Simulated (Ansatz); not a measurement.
## Molecular dynamics of HfNH$_{3}$Cl$_{2}$F (part 3 of 3)

HfNH$_{3}$Cl$_{2}$F, multiplicity 2; UKS PBE0-D4/def2-SVP (Ansatz 0.2.0). It belongs to a series of runs on one base structure; here: dynamics from the highest image of the converged band.

Geometry of the input (Å):
```
Hf -0.1810  0.2311  -0.1836
F  0.6646  -0.9286  1.8171
N  1.8233  0.1967  -0.4204
H  2.4940  -0.4666  -0.0389
H  2.3066  0.7885  -1.0954
Cl -0.9812  2.1548  -1.2638
Cl -1.7385  -1.5578  0.0504
H  0.4902  -0.4180  2.5754
```

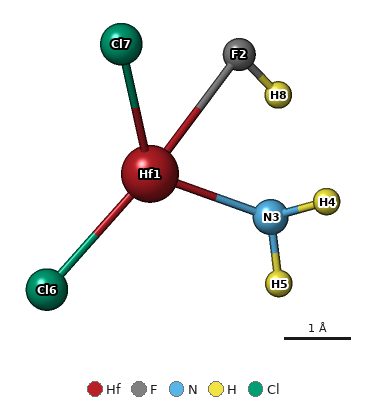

Figure 1. The geometry at step 100 of the log (ball-and-stick view, seen at a tilt; atoms are numbered from 1 in the order of the input).

```
Total energy: -30589.24279368 eV, -1124.1339385343 hartree
Atom 0 at    -0.239530     0.201365    -0.174094 Å, force     1.096684    -1.462920     2.432155 eV/Å
Atom 1 at     0.746218    -0.663405     1.548986 Å, force    -1.988708     0.896923    -0.633729 eV/Å
Atom 2 at     1.998726     0.112844    -0.101957 Å, force     1.803377    -2.614070    -1.372050 eV/Å
Atom 3 at     2.702155     0.000036    -0.846650 Å, force    -0.211002     1.319809    -0.086186 eV/Å
Atom 4 at     2.209114     0.834559     0.585373 Å, force     0.740605    -0.130932     0.104499 eV/Å
Atom 5 at    -0.878570     2.197162    -1.279867 Å, force     0.084001     0.049836    -0.017590 eV/Å
Atom 6 at    -1.709872    -1.561650     0.074988 Å, force    -0.771115    -0.314149    -0.369447 eV/Å
Atom 7 at     2.142350    -0.858183     0.355220 Å, force    -0.753841     2.255503    -0.057652 eV/Å
Dipole moment:     1.087851     0.199609    -0.315021 e Å
```

Trajectory as extended XYZ (Å, eV, eV/Å), 25 of the 201 frames kept, from step=0 to step=200
```
8
Properties=species:S:1:pos:R:3:forces:R:3 step=0 time_fs=0.0 energy=-30588.56681 temperature=300.0
Hf   -0.1810    0.2311   -0.1836    0.0010  -0.0039   0.0018
F     0.6646   -0.9286    1.8171   -0.0006   0.0005  -0.0006
N     1.8232    0.1967   -0.4204    0.0019   0.0120  -0.0128
H     2.4940   -0.4666   -0.0389   -0.0027  -0.0041   0.0043
H     2.3066    0.7885   -1.0954    0.0002  -0.0053   0.0053
Cl   -0.9812    2.1548   -1.2638   -0.0009   0.0016  -0.0001
Cl   -1.7385   -1.5578    0.0504    0.0014  -0.0001   0.0007
H     0.4902   -0.4180    2.5754   -0.0003  -0.0007   0.0015
8
Properties=species:S:1:pos:R:3:forces:R:3 step=8 time_fs=4.0 energy=-30588.54578 temperature=273.0
Hf   -0.1861    0.2302   -0.1853    0.3039   0.1118  -0.0560
F     0.6631   -0.9411    1.8074   -0.0130   0.1608   0.1759
N     1.8258    0.1914   -0.4060    0.6543   0.1567  -0.1159
H     2.5351   -0.3838    0.0562   -0.3606  -0.0618   0.0083
H     2.3596    0.7528   -1.0831   -0.4303  -0.0774   0.1370
Cl   -0.9762    2.1598   -1.2651   -0.0190  -0.0125   0.0021
Cl   -1.7242   -1.5526    0.0581   -0.1585  -0.1464  -0.0031
H     0.6000   -0.3574    2.5344    0.0232  -0.1311  -0.1483
8
Properties=species:S:1:pos:R:3:forces:R:3 step=17 time_fs=8.5 energy=-30588.52706 temperature=248.9
Hf   -0.1914    0.2293   -0.1873    0.6599   0.2535  -0.1203
F     0.6617   -0.9536    1.7977    0.0047   0.0107  -0.0472
N     1.8345    0.1865   -0.3898   -0.2015   0.0032   0.3446
H     2.5266   -0.3072    0.1676   -0.1224  -0.2517   0.0555
H     2.3650    0.7166   -1.0691   -0.0045   0.2711  -0.3470
Cl   -0.9706    2.1655   -1.2665   -0.0317  -0.0264   0.0027
Cl   -1.7088   -1.5475    0.0666   -0.3297  -0.3168  -0.0029
H     0.7207   -0.3134    2.4685    0.0254   0.0566   0.1146
8
Properties=species:S:1:pos:R:3:forces:R:3 step=25 time_fs=12.5 energy=-30588.49708 temperature=210.3
Hf   -0.1956    0.2287   -0.1892    0.8943   0.3683  -0.1538
F     0.6602   -0.9638    1.7898    0.0852   0.3542   0.2484
N     1.8413    0.1827   -0.3723   -0.2142   0.4028  -0.0792
H     2.4933   -0.2725    0.2679   -0.0097  -0.0355  -0.3406
H     2.3571    0.7139   -1.0919   -0.2116  -0.3526   0.4785
Cl   -0.9658    2.1704   -1.2677   -0.0406  -0.0293  -0.0028
Cl   -1.6967   -1.5444    0.0743   -0.4609  -0.4541  -0.0009
H     0.8361   -0.2803    2.4064   -0.0427  -0.2537  -0.1495
8
Properties=species:S:1:pos:R:3:forces:R:3 step=33 time_fs=16.5 energy=-30588.46181 temperature=164.9
Hf   -0.1990    0.2284   -0.1912    0.9891   0.4500  -0.1686
F     0.6596   -0.9718    1.7831    0.1040   0.3281   0.1867
N     1.8442    0.1822   -0.3541   -1.3181  -0.1257   0.6680
H     2.4625   -0.2487    0.3237    0.3045  -0.1441  -0.2669
H     2.3358    0.6800   -1.0725    0.5741   0.2838  -0.3659
Cl   -0.9611    2.1752   -1.2690   -0.0431  -0.0369  -0.0043
Cl   -1.6866   -1.5433    0.0819   -0.5572  -0.5528   0.0016
H     0.9433   -0.2732    2.3371   -0.0533  -0.2023  -0.0507
8
Properties=species:S:1:pos:R:3:forces:R:3 step=42 time_fs=21.0 energy=-30588.46513 temperature=169.2
Hf   -0.2018    0.2286   -0.1936    0.8482   0.4899  -0.1546
F     0.6591   -0.9785    1.7769    0.1889   0.4509   0.2633
N     1.8339    0.1822   -0.3282    0.0351   0.4413  -0.2288
H     2.4760   -0.2471    0.3362    0.0573  -0.1444  -0.3185
H     2.3760    0.6603   -1.0684   -0.3164  -0.2881   0.5505
Cl   -0.9561    2.1803   -1.2705   -0.0498  -0.0392  -0.0084
Cl   -1.6781   -1.5449    0.0904   -0.6165  -0.5999   0.0033
H     1.0675   -0.2850    2.2595   -0.1468  -0.3106  -0.1067
8
Properties=species:S:1:pos:R:3:forces:R:3 step=50 time_fs=25.0 energy=-30588.47098 temperature=176.7
Hf   -0.2036    0.2292   -0.1959    0.6054   0.4596  -0.1070
F     0.6598   -0.9820    1.7726    0.0741   0.2552   0.1420
N     1.8228    0.1858   -0.3055    0.1418  -0.1778   0.5750
H     2.5010   -0.2725    0.3026   -0.2117  -0.2707  -0.0757
H     2.3887    0.6218   -1.0151    0.0940   0.4694  -0.5386
Cl   -0.9519    2.1848   -1.2718   -0.0475  -0.0452  -0.0086
Cl   -1.6733   -1.5491    0.0981   -0.6136  -0.5761  -0.0020
H     1.1642   -0.3194    2.1944   -0.0426  -0.1144   0.0149
8
Properties=species:S:1:pos:R:3:forces:R:3 step=58 time_fs=29.0 energy=-30588.49146 temperature=203.0
Hf   -0.2048    0.2302   -0.1983    0.3399   0.3838  -0.0430
F     0.6607   -0.9836    1.7694    0.0335   0.1732   0.1256
N     1.8144    0.1889   -0.2790    0.9435   0.2606  -0.3485
H     2.4993   -0.3393    0.2561   -0.1575  -0.3181   0.0457
H     2.3931    0.6331   -1.0082   -0.5394   0.0789   0.2283
Cl   -0.9479    2.1890   -1.2732   -0.0399  -0.0420  -0.0131
Cl   -1.6713   -1.5557    0.1057   -0.5596  -0.4980  -0.0142
H     1.2615   -0.3693    2.1309   -0.0204  -0.0383   0.0192
8
Properties=species:S:1:pos:R:3:forces:R:3 step=67 time_fs=33.5 energy=-30588.54060 temperature=266.3
Hf   -0.2058    0.2317   -0.2011    0.1453   0.2370   0.0776
F     0.6626   -0.9836    1.7671    0.0092   0.0971   0.1268
N     1.8157    0.1941   -0.2512    0.2967  -0.3672   0.3217
H     2.4625   -0.4594    0.2001   -0.1697   0.1057  -0.3206
H     2.3279    0.6727   -0.9821    0.2073   0.2895  -0.1482
Cl   -0.9436    2.1935   -1.2748   -0.0189  -0.0387  -0.0153
Cl   -1.6718   -1.5658    0.1142   -0.4470  -0.3590  -0.0415
H     1.3554   -0.4346    2.0623   -0.0228   0.0357  -0.0005
8
Properties=species:S:1:pos:R:3:forces:R:3 step=75 time_fs=37.5 energy=-30588.55444 temperature=284.2
Hf   -0.2066    0.2333   -0.2035    0.0346   0.0759   0.2050
F     0.6647   -0.9821    1.7664    0.1007   0.1037   0.1639
N     1.8212    0.1963   -0.2249   -0.2195   0.1867  -0.2287
H     2.4099   -0.5608    0.1056    0.3122  -0.0127  -0.2837
H     2.2822    0.7399   -0.9603    0.2340  -0.1499   0.3059
Cl   -0.9398    2.1974   -1.2763   -0.0004  -0.0356  -0.0138
Cl   -1.6743   -1.5764    0.1215   -0.3208  -0.2014  -0.0785
H     1.4307   -0.4971    1.9941   -0.1410   0.0333  -0.0700
8
Properties=species:S:1:pos:R:3:forces:R:3 step=83 time_fs=41.5 energy=-30588.57192 temperature=306.7
Hf   -0.2073    0.2349   -0.2056   -0.0970  -0.1092   0.3394
F     0.6674   -0.9802    1.7669    0.2581   0.1509   0.1982
N     1.8253    0.1990   -0.2001    0.1982  -0.4096  -0.1936
H     2.3891   -0.6491   -0.0350   -0.0966   0.5762  -0.2996
H     2.2753    0.7924   -0.9030    0.2466  -0.1377   0.2534
Cl   -0.9361    2.2011   -1.2778    0.0112  -0.0424  -0.0043
Cl   -1.6783   -1.5879    0.1285   -0.1895  -0.0290  -0.1284
H     1.4878   -0.5478    1.9198   -0.3310   0.0008  -0.1652
8
Properties=species:S:1:pos:R:3:forces:R:3 step=92 time_fs=46.0 energy=-30588.60341 temperature=347.3
Hf   -0.2082    0.2366   -0.2077   -0.2408  -0.2953   0.4476
F     0.6710   -0.9773    1.7692    0.0975   0.0590   0.1489
N     1.8314    0.1974   -0.1749    0.2130  -0.1192  -0.4444
H     2.3616   -0.6713   -0.2373    0.0647  -0.0957   0.1028
H     2.3149    0.8417   -0.8010    0.0891   0.2187   0.1258
Cl   -0.9318    2.2050   -1.2796    0.0153  -0.0652   0.0168
Cl   -1.6837   -1.6009    0.1357   -0.0495   0.1658  -0.1950
H     1.5266   -0.5905    1.8071   -0.1892   0.1319  -0.2027
8
Properties=species:S:1:pos:R:3:forces:R:3 step=100 time_fs=50.0 energy=-30588.61995 temperature=368.9
Hf   -0.2093    0.2379   -0.2092   -0.3405  -0.4533   0.5195
F     0.6744   -0.9746    1.7722    0.4164   0.2342   0.0587
N     1.8401    0.1935   -0.1574    0.8955  -0.1961  -0.9039
H     2.3359   -0.6809   -0.4048   -0.2456   0.3072   0.2948
H     2.3643    0.9113   -0.6877   -0.3013  -0.1668   0.4778
Cl   -0.9279    2.2082   -1.2811    0.0139  -0.0889   0.0375
Cl   -1.6888   -1.6117    0.1412    0.0570   0.3231  -0.2565
H     1.5448   -0.5988    1.6808   -0.4954   0.0407  -0.2279
8
Properties=species:S:1:pos:R:3:forces:R:3 step=108 time_fs=54.0 energy=-30588.68338 temperature=450.6
Hf   -0.2106    0.2387   -0.2102   -0.4040  -0.5717   0.5409
F     0.6801   -0.9705    1.7761   -0.1828   0.0669   0.0295
N     1.8564    0.1871   -0.1485   -0.2386  -0.3841  -0.1423
H     2.2851   -0.6577   -0.5330    0.1825  -0.0108   0.0662
H     2.3841    0.9722   -0.5145    0.2346   0.2372   0.0406
Cl   -0.9240    2.2110   -1.2824    0.0170  -0.1218   0.0619
Cl   -1.6936   -1.6212    0.1456    0.1470   0.4656  -0.3169
H     1.5094   -0.5928    1.5142    0.2442   0.3187  -0.2800
8
Properties=species:S:1:pos:R:3:forces:R:3 step=117 time_fs=58.5 energy=-30588.68672 temperature=455.0
Hf   -0.2125    0.2391   -0.2108   -0.6275  -0.7799   0.6506
F     0.6868   -0.9639    1.7793    0.9039   0.8929  -0.9217
N     1.8737    0.1769   -0.1411   -0.1164   0.0910   0.0187
H     2.2585   -0.6205   -0.6639    0.3271   0.4048   0.1100
H     2.4242    1.0416   -0.2994   -0.1713  -0.8283   0.0896
Cl   -0.9195    2.2135   -1.2836    0.0194  -0.1525   0.0763
Cl   -1.6982   -1.6294    0.1489    0.2172   0.6229  -0.3964
H     1.4767   -0.5469    1.2952   -0.5524  -0.2508   0.3730
8
Properties=species:S:1:pos:R:3:forces:R:3 step=125 time_fs=62.5 energy=-30588.65980 temperature=420.4
Hf   -0.2148    0.2387   -0.2108   -0.7507  -0.7494   0.5176
F     0.6993   -0.9512    1.7752    0.0823   0.7262  -0.8363
N     1.8862    0.1674   -0.1344   -0.9422  -0.6625  -0.0035
H     2.2880   -0.5367   -0.7638    0.2865   0.2959   0.2249
H     2.4508    1.0073   -0.0961    0.3341   0.0876  -0.0446
Cl   -0.9154    2.2150   -1.2843    0.0136  -0.1847   0.0894
Cl   -1.7014   -1.6338    0.1500    0.2512   0.6992  -0.4350
H     1.3830   -0.5385    1.1514    0.7253  -0.2123   0.4875
8
Properties=species:S:1:pos:R:3:forces:R:3 step=133 time_fs=66.5 energy=-30588.67164 temperature=435.7
Hf   -0.2177    0.2377   -0.2102   -0.6927  -0.7721   0.5914
F     0.7130   -0.9324    1.7641   -0.0973   0.7156  -0.8132
N     1.8903    0.1533   -0.1273   -0.0642   0.3905   0.1705
H     2.3612   -0.4116   -0.8352    0.1181  -0.0705   0.1185
H     2.5043    0.9551    0.1011   -0.4234  -0.4896  -0.1382
Cl   -0.9113    2.2158   -1.2846   -0.0017  -0.1897   0.0772
Cl   -1.7035   -1.6352    0.1492    0.2473   0.7234  -0.4531
H     1.3846   -0.5652    1.0807    0.9140  -0.3077   0.4468
8
Properties=species:S:1:pos:R:3:forces:R:3 step=142 time_fs=71.0 energy=-30588.74077 temperature=524.5
Hf   -0.2217    0.2358   -0.2090   -0.2901  -0.9900   0.9669
F     0.7282   -0.9042    1.7436    0.5158   0.7254  -0.9976
N     1.8943    0.1395   -0.1181    0.5087  -0.4229  -0.0600
H     2.4522   -0.2736   -0.8801   -0.3407   0.0011   0.3191
H     2.5080    0.8374    0.3011   -0.1203   0.2984   0.0083
Cl   -0.9066    2.2156   -1.2846   -0.0170  -0.1643   0.0476
Cl   -1.7045   -1.6331    0.1460    0.2024   0.6911  -0.4485
H     1.5237   -0.6471    1.0780   -0.4588  -0.1386   0.1641
8
Properties=species:S:1:pos:R:3:forces:R:3 step=150 time_fs=75.0 energy=-30588.70424 temperature=477.7
Hf   -0.2255    0.2331   -0.2070    0.2429  -0.9427   0.9815
F     0.7457   -0.8732    1.7171    0.5316   0.3374  -0.5309
N     1.9031    0.1244   -0.1092    0.2775   0.0663   0.6662
H     2.4946   -0.1537   -0.8825    0.1276  -0.1431  -0.2909
H     2.4761    0.7557    0.4701   -0.2992   0.0893  -0.3471
Cl   -0.9026    2.2147   -1.2843   -0.0312  -0.1434   0.0330
Cl   -1.7045   -1.6280    0.1410    0.1359   0.5866  -0.4031
H     1.5912   -0.7423    1.1048   -0.9849   0.1495  -0.1087
8
Properties=species:S:1:pos:R:3:forces:R:3 step=158 time_fs=79.0 energy=-30588.66212 temperature=423.5
Hf   -0.2291    0.2297   -0.2043    0.7147  -0.6422   0.6828
F     0.7660   -0.8395    1.6873   -1.2090  -0.1185   1.0194
N     1.9152    0.1091   -0.0956    0.0874  -0.0236  -0.5389
H     2.5380   -0.0476   -0.9029   -0.3078   0.1720   0.4777
H     2.4082    0.6940    0.5910    0.0008   0.1146  -0.4005
Cl   -0.8986    2.2132   -1.2839   -0.0415  -0.1431   0.0333
Cl   -1.7040   -1.6203    0.1343    0.0488   0.4268  -0.3324
H     1.5417   -0.8176    1.1061    0.7065   0.2141  -0.9415
8
Properties=species:S:1:pos:R:3:forces:R:3 step=167 time_fs=83.5 energy=-30588.66556 temperature=427.7
Hf   -0.2324    0.2252   -0.2004    0.7507  -0.5804   0.8214
F     0.7801   -0.8024    1.6610   -0.3797  -0.2484   0.0804
N     1.9284    0.0914   -0.0850   -0.6454  -0.1240   0.0595
H     2.5570    0.0926   -0.8745    0.3182  -0.0566  -0.2737
H     2.3347    0.6539    0.6650    0.2009   0.3174  -0.2133
Cl   -0.8944    2.2108   -1.2832   -0.0218  -0.1379   0.0344
Cl   -1.7031   -1.6095    0.1251   -0.0682   0.2897  -0.3168
H     1.5582   -0.8594    0.9696   -0.1547   0.5402  -0.1919
8
Properties=species:S:1:pos:R:3:forces:R:3 step=175 time_fs=87.5 energy=-30588.67362 temperature=438.4
Hf   -0.2347    0.2206   -0.1962    0.4776  -0.6604   1.2005
F     0.7875   -0.7714    1.6396   -0.6252  -0.0911  -0.5070
N     1.9349    0.0749   -0.0770    0.5191   0.5880  -0.2070
H     2.5962    0.2057   -0.8595   -0.3508  -0.5772   0.3745
H     2.2976    0.6646    0.6914   -0.0813   0.0750  -0.4359
Cl   -0.8908    2.2079   -1.2825    0.0072  -0.1134   0.0279
Cl   -1.7026   -1.5986    0.1154   -0.1935   0.1843  -0.3360
H     1.5844   -0.8153    0.7938    0.2469   0.5948  -0.1170
8
Properties=species:S:1:pos:R:3:forces:R:3 step=183 time_fs=91.5 energy=-30588.74987 temperature=536.1
Hf   -0.2366    0.2154   -0.1909    0.1668  -0.9624   1.8322
F     0.7894   -0.7408    1.6145   -1.6832   0.4033  -0.4099
N     1.9455    0.0655   -0.0713    0.5123   2.4301  -1.0399
H     2.6057    0.2325   -0.8152    0.3465  -0.9431  -0.5195
H     2.2548    0.6986    0.6657    0.0339   0.4523   0.1376
Cl   -0.8871    2.2046   -1.2817    0.0436  -0.0547   0.0079
Cl   -1.7030   -1.5868    0.1042   -0.3443   0.0839  -0.3766
H     1.6531   -0.7045    0.6025    0.9243  -1.4094   0.3681
8
Properties=species:S:1:pos:R:3:forces:R:3 step=192 time_fs=96.0 energy=-30589.19496 temperature=1107.2
Hf   -0.2384    0.2086   -0.1831    0.6355  -1.2992   2.2946
F     0.7757   -0.7027    1.5820   -2.0044   0.6061  -0.4831
N     1.9656    0.0866   -0.0793    1.2769   0.4031  -1.1411
H     2.6611    0.1098   -0.8327   -0.1512   0.0074   0.1605
H     2.2097    0.7892    0.6364    0.2189  -0.3680  -0.2548
Cl   -0.8827    2.2006   -1.2807    0.0639   0.0150  -0.0131
Cl   -1.7053   -1.5732    0.0896   -0.5673  -0.1260  -0.3730
H     1.8778   -0.8155    0.4662    0.5275   0.7617  -0.1902
8
Properties=species:S:1:pos:R:3:forces:R:3 step=200 time_fs=100.0 energy=-30589.24274 temperature=1171.3
Hf   -0.2395    0.2014   -0.1741    1.0967  -1.4629   2.4322
F     0.7462   -0.6634    1.5490   -1.9887   0.8969  -0.6337
N     1.9987    0.1128   -0.1020    1.8034  -2.6141  -1.3720
H     2.7022    0.0000   -0.8466   -0.2110   1.3198  -0.0862
H     2.2091    0.8346    0.5854    0.7406  -0.1309   0.1045
Cl   -0.8786    2.1972   -1.2799    0.0840   0.0498  -0.0176
Cl   -1.7099   -1.5616    0.0750   -0.7711  -0.3141  -0.3694
H     2.1424   -0.8582    0.3552   -0.7538   2.2555  -0.0577
```

Summary

| quantity | value |
| --- | --- |
| outcome | finished |
| mean temperature over the second half | 533 K |
| trajectory | 200 steps, 100 fs |
| ensemble | nve |
| temperature in the input | 300.0 K |
| time step | 0.5 fs |
| potential energy (last step) | −30589.2428 eV |
| mean-field energy (last step) | −30589.0914 eV |
| ⟨S²⟩ (last step) | 0.752 |
| largest force (length of the vector) (last step) | 3.459 eV/Å |
| hardware | 4 threads of Intel Xeon (Granite Rapids), 32 GiB of memory available, shared host |
| wall time | 6.5 min (CPU time 24 min) |
| peak memory | 0.4 GiB |

So short a trajectory is not equilibrated.
